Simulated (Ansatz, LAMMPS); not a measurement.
# A vacancy of Ga at several sites of Ga2O3 with crystalline order left by the classical run (80 atoms), part 3 of 3

Aim: make a vacancy of Ga at several sites of Ga2O3 with crystalline order left by the classical run (80 atoms), relax each, and compare their energies.

Ansatz 0.2.0; Kohn-Sham DFT, RPBE, PAW (set soft_2), plane waves.

The cell: 32 Ga and 48 O. The quench rate of 20 K/ps is many orders above laboratory rates. The starting topology of bonds comes from the classical model. Only the Γ point is sampled, in a cell whose shortest periodic width is 9 Å.

So far. Step 7 (Vacancy of Ga, site Ga13): The relaxation converged after 12 steps, 1.34 eV below its start, with a largest force component of 0.019 eV/Å.

### Step 8. Vacancy of Ga, site Ga30

The site has 5 bonded neighbours (O5) at 1.97 Å on average. 

input.yaml

```yaml
crystal:
  lattice:
    - [9.33223, 0.0, 0.0]
    - [0.0, 9.33223, 0.0]
    - [0.0, 0.0, 9.33223]
  atoms:
    [... atom lines 1 to 26 left out ...]
    - { symbol: Ga, position: [0.95957, 0.11053, 0.55636] }
    - { symbol: Ga, position: [0.11575, 0.27949, 0.87745] }
    - { symbol: Ga, position: [0.93918, 0.72377, 0.62703] }
    - { symbol: Ga, position: [0.4419, 0.38701, 0.02317] }
    - { symbol: Ga, position: [0.79058, 0.31813, 0.35612] }
    - { symbol: O, position: [0.44331, 0.52777, 0.88582] }
    - { symbol: O, position: [0.60439, 0.27911, 0.41334] }
    [... atom lines 34 to 79 left out ...]
magnetization:
  spin_polarized: true
kpoints:
  mp_grid: { grid: [1, 1, 1] }
hamiltonian:
  xc: rpbe
scf:
  occupations: { method: fermi_dirac, width: 0.025 }
  lower_state_search: "off"
output:
  forces: true
  eigenvalues: true
relax:
  f_tol: 0.05
  max_steps: 90
```

Run with:

```sh
$ ansatz run input.yaml --threads 4 --pin off --max-ram 8192MiB --backend cpu --events-out ev --progress --plain --runs-dir out
```

Numbers of over 12 decimals in the logs are rounded to 6 here.

Log:

```text
[...]
Crystal: 79 atoms, lattice volume = 812.749 Å³
Basis set: ecut = 420 eV, 15895 PW (Γ), exchange–correlation on 128×128×128 points (8 copies of the dense FFT grid, shifted against one another)
Bands: 426, of which v1, the nominal top of the filled ones, is band 346 counted from 1 (345 counted from 0)
Symmetry: 1 space group operations
[...]
k-points: 1
[...]
Starting moments: Σ|m| = 3 μB on 5 of 79 sites
[...]
SCF iter   1: F=—  HF=-144792.903298 eV  |F-HF|=—  |Δ(HF+E_count)|=         —  Δρ=6.10e-2 (↑5.86e-2 ↓6.10e-2)  dr2=6.49e1  dr2_m=8.72e-1  M=2.992 μB ∫|m|=3.293 μB  β_m=0.30  ethr=3.10e-3  ⟨swp⟩=6.0  Hψ=2979  notcnv=0  defer=44
[...]
SCF iter   3: F=—  HF=-144776.304247 eV  |F-HF|=—  |Δ(HF+E_count)|=    4.30e0  Δρ=3.58e-2 (↑1.94e-2 ↓3.58e-2)  dr2=2.10e1  dr2_m=1.29e0  M=2.986 μB ∫|m|=3.308 μB  β_m=0.30  ethr=3.10e-3  ⟨swp⟩=2.0  Hψ=1596  notcnv=0  defer=142
[...]
SCF iter   8: F=—  HF=-144773.729882 eV  |F-HF|=—  |Δ(HF+E_count)|=   4.98e-2  Δρ=4.54e-3 (↑2.34e-3 ↓4.54e-3)  dr2=2.16e-1  dr2_m=4.29e-2  M=3.000 μB ∫|m|=3.275 μB  β_m=0.30  ethr=1.03e-4  ⟨swp⟩=2.5  Hψ=869  notcnv=0  defer=142
[...]
SCF iter  10: F=—  HF=-144773.794745 eV  |F-HF|=—  |Δ(HF+E_count)|=   2.71e-2  Δρ=4.39e-3 (↑1.43e-3 ↓4.39e-3)  dr2=2.26e-1  dr2_m=3.72e-2  M=3.000 μB ∫|m|=3.288 μB  β_m=0.20  ethr=2.11e-5  ⟨swp⟩=2.5  Hψ=1335  notcnv=0  defer=142
[...]
SCF iter  19: F=—  HF=-144773.839765 eV  |F-HF|=—  |Δ(HF+E_count)|=   6.72e-6  Δρ=7.76e-5 (↑1.84e-5 ↓7.76e-5)  dr2=7.37e-5  dr2_m=9.17e-6  M=3.000 μB ∫|m|=3.302 μB  β_m=0.38  ethr=1.95e-8  ⟨swp⟩=2.0  Hψ=1331  notcnv=0  defer=142
SCF iter  20: F=-144773.839757 eV  HF=-144773.839762 eV  |F-HF|=4.11e-6  |Δ(HF+E_count)|=   3.27e-6  Δρ=2.90e-5 (↑9.28e-6 ↓2.90e-5)  dr2=7.94e-6  dr2_m=1.55e-6  M=3.000 μB ∫|m|=3.302 μB  ethr=9.04e-9  ⟨swp⟩=11.5  Hψ=3607  notcnv=0
SCF 1 converged in 20 iterations: F = -144773.839757 eV  dr2 = 7.94e-6
[...]
relax step   1: F+E_penalty+E_count = -144773.83975750 eV  Δ(F+E_penalty+E_count) = +0.000e0 eV  max|allowed force component| = 1.154e0 eV/Å  Δτ_max = 0.0000 Å  (20 SCF iters, dr2 threshold 6.25e-5 eV, accepted)
[... from here on, the SCF cycles and remarks between the steps are left out ...]
relax step   2: F+E_penalty+E_count = -144774.35317377 eV  Δ(F+E_penalty+E_count) = -5.134e-1 eV  max|allowed force component| = 8.256e-1 eV/Å  Δτ_max = 0.1391 Å  (12 SCF iters, dr2 threshold 8.33e-5 eV, accepted)
relax step   3: F+E_penalty+E_count = -144774.74437921 eV  Δ(F+E_penalty+E_count) = -3.912e-1 eV  max|allowed force component| = 3.016e-1 eV/Å  Δτ_max = 0.2000 Å  (14 SCF iters, dr2 threshold 4.26e-5 eV, accepted)
relax step   4: F+E_penalty+E_count = -144774.84358285 eV  Δ(F+E_penalty+E_count) = -9.920e-2 eV  max|allowed force component| = 4.147e-1 eV/Å  Δτ_max = 0.1470 Å  (14 SCF iters, dr2 threshold 1.21e-5 eV, accepted)
relax step   5: F+E_penalty+E_count = -144774.95335102 eV  Δ(F+E_penalty+E_count) = -1.098e-1 eV  max|allowed force component| = 4.360e-1 eV/Å  Δτ_max = 0.2000 Å  (14 SCF iters, dr2 threshold 2.29e-5 eV, accepted)
relax step   6: F+E_penalty+E_count = -144774.95825033 eV  Δ(F+E_penalty+E_count) = -4.899e-3 eV  max|allowed force component| = 3.826e-1 eV/Å  Δτ_max = 0.1149 Å  (12 SCF iters, dr2 threshold 1.00e-4 eV, accepted)
relax step   7: F+E_penalty+E_count = -144775.01405184 eV  Δ(F+E_penalty+E_count) = -5.580e-2 eV  max|allowed force component| = 2.443e-1 eV/Å  Δτ_max = 0.2000 Å  (10 SCF iters, dr2 threshold 1.00e-4 eV, accepted)
relax step   8: F+E_penalty+E_count = -144774.86469041 eV  Δ(F+E_penalty+E_count) = +1.494e-1 eV  max|allowed force component| = 4.833e-1 eV/Å  Δτ_max = 0.2000 Å  (12 SCF iters, dr2 threshold 2.43e-5 eV, rejected (line search))
relax step   9: F+E_penalty+E_count = -144775.04472819 eV  Δ(F+E_penalty+E_count) = -3.068e-2 eV  max|allowed force component| = 1.143e-1 eV/Å  Δτ_max = 0.1000 Å  (19 SCF iters, accepted)
relax step  10: F+E_penalty+E_count = -144775.05368380 eV  Δ(F+E_penalty+E_count) = -8.956e-3 eV  max|allowed force component| = 1.376e-1 eV/Å  Δτ_max = 0.1000 Å  (14 SCF iters, dr2 threshold 2.86e-6 eV, accepted)
relax step  11: F+E_penalty+E_count = -144775.05844579 eV  Δ(F+E_penalty+E_count) = -4.762e-3 eV  max|allowed force component| = 5.856e-2 eV/Å  Δτ_max = 0.0233 Å  (11 SCF iters, dr2 threshold 4.15e-6 eV, accepted)
relax step  12: F+E_penalty+E_count = -144775.06347085 eV  Δ(F+E_penalty+E_count) = -5.025e-3 eV  max|allowed force component| = 5.138e-2 eV/Å  Δτ_max = 0.0462 Å  (19 SCF iters, accepted)
relax step  13: F+E_penalty+E_count = -144775.07226511 eV  Δ(F+E_penalty+E_count) = -8.794e-3 eV  max|allowed force component| = 2.413e-1 eV/Å  Δτ_max = 0.1533 Å  (19 SCF iters, accepted)
[...]
relax step  25: F+E_penalty+E_count = -144775.68574672 eV  Δ(F+E_penalty+E_count) = -2.343e-2 eV  max|allowed force component| = 6.716e-2 eV/Å  Δτ_max = 0.0372 Å  (11 SCF iters, dr2 threshold 8.17e-6 eV, accepted)
relax step  26: F+E_penalty+E_count = -144775.68513991 eV  Δ(F+E_penalty+E_count) = +6.068e-4 eV  max|allowed force component| = 2.287e-1 eV/Å  Δτ_max = 0.2000 Å  (17 SCF iters, rejected (line search))
relax step  27: F+E_penalty+E_count = -144775.70978090 eV  Δ(F+E_penalty+E_count) = -2.403e-2 eV  max|allowed force component| = 5.462e-2 eV/Å  Δτ_max = 0.0967 Å  (17 SCF iters, accepted)
relax step  28: F+E_penalty+E_count = -144775.72026980 eV  Δ(F+E_penalty+E_count) = -1.049e-2 eV  max|allowed force component| = 1.421e-1 eV/Å  Δτ_max = 0.0970 Å  (15 SCF iters, accepted)
relax step  29: F+E_penalty+E_count = -144775.73035701 eV  Δ(F+E_penalty+E_count) = -1.009e-2 eV  max|allowed force component| = 9.773e-2 eV/Å  Δτ_max = 0.0664 Å  (12 SCF iters, dr2 threshold 1.34e-5 eV, accepted)
relax step  30: F+E_penalty+E_count = -144775.74107796 eV  Δ(F+E_penalty+E_count) = -1.072e-2 eV  max|allowed force component| = 7.437e-2 eV/Å  Δτ_max = 0.0383 Å  (11 SCF iters, dr2 threshold 4.52e-6 eV, accepted)
relax step  31: F+E_penalty+E_count = -144775.75303559 eV  Δ(F+E_penalty+E_count) = -1.196e-2 eV  max|allowed force component| = 1.234e-1 eV/Å  Δτ_max = 0.0693 Å  (12 SCF iters, dr2 threshold 2.62e-6 eV, accepted)
relax step  32: F+E_penalty+E_count = -144775.76826538 eV  Δ(F+E_penalty+E_count) = -1.523e-2 eV  max|allowed force component| = 1.076e-1 eV/Å  Δτ_max = 0.0564 Å  (11 SCF iters, dr2 threshold 8.82e-6 eV, accepted)
relax step  33: F+E_penalty+E_count = -144775.77461341 eV  Δ(F+E_penalty+E_count) = -6.348e-3 eV  max|allowed force component| = 2.596e-1 eV/Å  Δτ_max = 0.1703 Å  (13 SCF iters, dr2 threshold 8.81e-6 eV, accepted)
relax step  34: F+E_penalty+E_count = -144775.79872590 eV  Δ(F+E_penalty+E_count) = -2.411e-2 eV  max|allowed force component| = 2.471e-1 eV/Å  Δτ_max = 0.0874 Å  (11 SCF iters, dr2 threshold 5.13e-5 eV, accepted)
[...]
relax step  40: F+E_penalty+E_count = -144776.46536957 eV  Δ(F+E_penalty+E_count) = -2.641e-1 eV  max|allowed force component| = 5.295e-1 eV/Å  Δτ_max = 0.1950 Å  (11 SCF iters, dr2 threshold 1.00e-4 eV, accepted)
relax step  41: F+E_penalty+E_count = -144776.76167105 eV  Δ(F+E_penalty+E_count) = -2.963e-1 eV  max|allowed force component| = 6.357e-1 eV/Å  Δτ_max = 0.2000 Å  (11 SCF iters, dr2 threshold 1.00e-4 eV, accepted)
relax step  42: F+E_penalty+E_count = -144776.94809540 eV  Δ(F+E_penalty+E_count) = -1.864e-1 eV  max|allowed force component| = 8.502e-1 eV/Å  Δτ_max = 0.1950 Å  (10 SCF iters, dr2 threshold 1.00e-4 eV, accepted)
relax step  43: F+E_penalty+E_count = -144777.17096802 eV  Δ(F+E_penalty+E_count) = -2.229e-1 eV  max|allowed force component| = 5.476e-1 eV/Å  Δτ_max = 0.2000 Å  (10 SCF iters, dr2 threshold 1.00e-4 eV, accepted)
relax step  44: F+E_penalty+E_count = -144777.25195370 eV  Δ(F+E_penalty+E_count) = -8.099e-2 eV  max|allowed force component| = 1.129e0 eV/Å  Δτ_max = 0.1952 Å  (10 SCF iters, dr2 threshold 1.00e-4 eV, accepted)
relax step  45: F+E_penalty+E_count = -144777.46212664 eV  Δ(F+E_penalty+E_count) = -2.102e-1 eV  max|allowed force component| = 3.814e-1 eV/Å  Δτ_max = 0.2000 Å  (11 SCF iters, dr2 threshold 1.00e-4 eV, accepted)
relax step  46: F+E_penalty+E_count = -144777.47559762 eV  Δ(F+E_penalty+E_count) = -1.347e-2 eV  max|allowed force component| = 1.257e0 eV/Å  Δτ_max = 0.1927 Å  (11 SCF iters, dr2 threshold 1.66e-5 eV, accepted)
relax step  47: F+E_penalty+E_count = -144777.57400665 eV  Δ(F+E_penalty+E_count) = -9.841e-2 eV  max|allowed force component| = 1.950e-1 eV/Å  Δτ_max = 0.0910 Å  (8 SCF iters, dr2 threshold 1.00e-4 eV, accepted)
relax step  48: F+E_penalty+E_count = -144777.50010170 eV  Δ(F+E_penalty+E_count) = +7.390e-2 eV  max|allowed force component| = 5.093e-1 eV/Å  Δτ_max = 0.0590 Å  (15 SCF iters, rejected (line search))
relax step  49: F+E_penalty+E_count = -144777.58980443 eV  Δ(F+E_penalty+E_count) = -1.580e-2 eV  max|allowed force component| = 5.523e-2 eV/Å  Δτ_max = 0.0238 Å  (14 SCF iters, accepted)
relax step  50: F+E_penalty+E_count = -144777.58945148 eV  Δ(F+E_penalty+E_count) = +3.530e-4 eV  max|allowed force component| = 1.281e-1 eV/Å  Δτ_max = 0.0306 Å  (12 SCF iters, rejected (line search))
relax step  51: F+E_penalty+E_count = -144777.59227611 eV  Δ(F+E_penalty+E_count) = -2.472e-3 eV  max|allowed force component| = 2.094e-2 eV/Å  Δτ_max = 0.0153 Å  (11 SCF iters, accepted)
SCF converged after 11 iterations
Magnetization: 2.9850 μB (346.9925 up, 344.0075 down)
Absolute magnetization: 3.3094 μB (∫|ρ↑−ρ↓|, with the PAW one-centre terms)
[...]
Per-site moments (μB) at R_I (Å): [(0.00133862, 0.770611), (0.000225547, 0.810061), (-4.414466302101312e-5, 0.751271), (-0.000723275, 0.787825), (-0.00194694, 0.771374), [...]
Free energy (F): -144777.592276 eV
[...]
Internal energy: -144777.579388 eV  (E = F + TS)
E sigma→0 (E₀):  -144777.585832 eV
Entropy (-TS):   -0.012888 eV (-0.163 meV/atom)
Fermi energy:    8.525688 eV
[...]
Σ components = -144777.592276   (vs F -144777.592276, Δ=0.00e0)
--- Forces (eV/Å), atoms counted from 1 ---
  atom   1  Ga    -0.00003314    -0.00150351    -0.01596003
  atom   2  Ga     0.00225655     0.00529872     0.00394920
  atom   3  Ga     0.00611513     0.01289357     0.00254371
  atom   4  Ga     0.00483597    -0.00597961    -0.00809408
[...]
atom  79  O     -0.00099240    -0.00111457     0.00583310
  max |Σ_I F_I| component: 6.16e-5 eV/Å
--- Band table (eV) ---
[...]
--- Relaxed structure (51 steps of the walk, 46 accepted, 0 SCFs on fresh bases) ---
  F+E_penalty+E_count = -144777.59227611 eV   max|allowed force component| = 2.094e-2 eV/Å
  atoms:
    - { symbol: Ga, position: [0.784480, 0.900087, 0.333461] }
    - { symbol: Ga, position: [0.616132, 0.626000, 0.308739] }
    - { symbol: Ga, position: [0.790821, 0.802630, 0.024314] }
    - { symbol: Ga, position: [0.786058, 0.121193, 0.804202] }
[...]
- { symbol: O, position: [0.790088, 0.260508, 0.635963] }
```

It took 23 min on 4 threads of Arm Neoverse V2, shared host; peak memory 2.1 GiB; 1.5 h of CPU time.

The relaxation converged after 51 steps, 3.75 eV below its start, with a largest force component of 0.021 eV/Å.

### Step 9. Vacancy of Ga, site Ga2

The site has 6 bonded neighbours (O6) at 2.02 Å on average. 

Input and log are left out; they have the form of those shown for this kind of step.

It took 6.7 min on 4 threads of Arm Neoverse V2, shared host; peak memory 2.1 GiB.

The relaxation converged after 13 steps, 0.895 eV below its start, with a largest force component of 0.037 eV/Å.

### Step 10. Vacancy of Ga, site Ga29

The site has 4 bonded neighbours (O4) at 1.88 Å on average. 

Input and log are left out; they have the form of those shown for this kind of step.

Elapsed: 5.6 min, on 4 threads of Arm Neoverse V2, shared host; peak memory 2.1 GiB.

The relaxation converged after 12 steps, 0.876 eV below its start, with a largest force component of 0.036 eV/Å.

### Step 11. The sites compared

All these cells hold the same atoms, so their energies can be compared with no chemical potential.

| site | neighbours | mean distance (Å) | atoms within 6 Å | energy over the best site (eV) | before relaxation (eV) | gain on relaxing (eV) | moment (μB) |
| --- | --- | --- | --- | --- | --- | --- | --- |
| Ga30 | O5 | 1.97 | 87 | 0.00 | 0.50 | 3.75 | 3.0 |
| Ga13 | O6 | 2.00 | 92 | 2.13 | 0.21 | 1.34 | 3.0 |
| Ga19 | O4 | 1.85 | 82 | 2.33 | 0.00 | 0.92 | 3.0 |
| Ga29 | O4 | 1.88 | 82 | 2.82 | 0.44 | 0.88 | 3.0 |
| Ga28 | O6 | 2.08 | 87 | 3.00 | 0.73 | 0.98 | 3.0 |
| Ga2 | O6 | 2.02 | 85 | 3.21 | 0.85 | 0.90 | 3.0 |

Neighbours are those of the relaxed host within 2.50 Å (O-Ga); other pairs aren't counted.

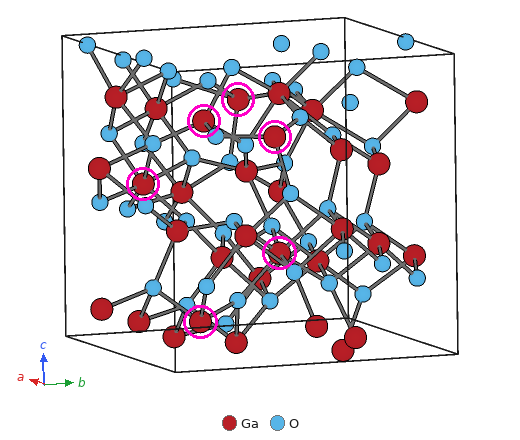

The relaxed cell with the tried sites ringed. Bonds to atoms that aren't drawn are left out. Some periodic images of atoms are drawn too.

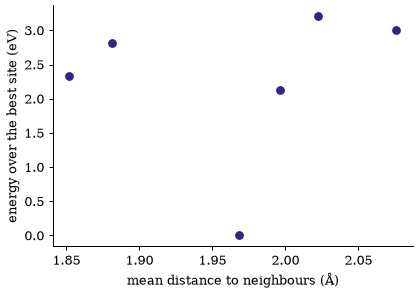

Site energy against the site's surroundings.

### Step 12. Findings

The cheapest site is Ga30 (5 neighbours, O5); the dearest, Ga2 (6 neighbours, O6), costs 3.2 eV more. By coordination the energies over the best site are 2.33 to 2.82 eV with 4 neighbours, 0.00 eV with 5 neighbours and 2.13 to 3.21 eV with 6 neighbours. At Ga30 (largest move 1.8 Å) other atoms changed place, so the end state is more than the plain defect. Relaxation changes the order: the best site before relaxing was Ga19.

Caveats: Defects are neutral and interact with their images. The reference ran with fermi-dirac smearing of 0.025 eV, but 6 of the 6 defect cells with fermi-dirac smearing of 0.025 eV, spin polarised. In a disordered cell the relaxation can also rearrange atoms far from the site. In the spin-polarised runs the search for a state of lower energy was switched off. Only 6 of the 32 Ga sites were tried; unless symmetry makes the others alike to these, a cheaper one may exist. A local or semilocal functional tends to spread out the unpaired spin of such defects. The stress is far from hydrostatic: its diagonal is 9.0, 14.7, 18.0 GPa, compression counted positive. The pressure of 14 GPa shows the cell to be compressed for this functional.

The DFT runs together took 54 min of wall time.

[Logs are printed without paths, hosts, clocks, repeated set-up lines and the standing remarks that a program may print on its own settings, such as how far it seeks lower states.]

[Hosts, paths, dates, database ids (printed as entryN), source tags and the programs' standing remarks are cut or masked in the printed files.]
